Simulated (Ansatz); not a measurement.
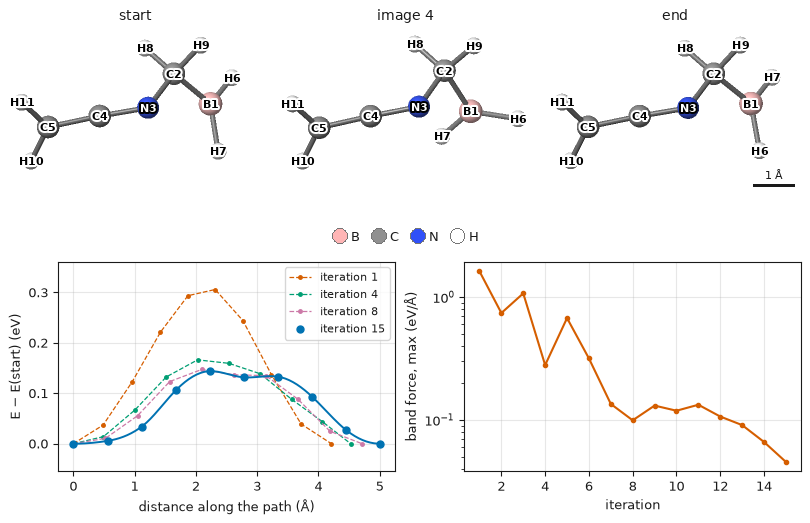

A search for the minimum-energy path of C$_{3}$H$_{6}$BN by the nudged elastic band. Images are numbered from 0 (start) to 9 (end). The plot follows the band through its iterations. Style: ball-and-stick. Shown at a tilt.

Method: RKS B3LYP-D4/6-31G* in Ansatz. Settings: 8 movable images; no climbing image; force threshold 0.05 eV/Å; iteration limit 60; starting path by image-dependent pair potential.

> Did the band converge, and can the barrier be trusted?

The run is converged, with reservations. The band converged in 15 iterations. The largest component of the band force went from 1.6 to 0.046 eV/Å. No image climbed, so the highest image needn't lie on the saddle point, and the true maximum along this path can be higher. The first iteration put the highest image at 0.306 eV. The barrier is about 0.144 eV in both directions, with image 4 at the top; the ends have the same energy.
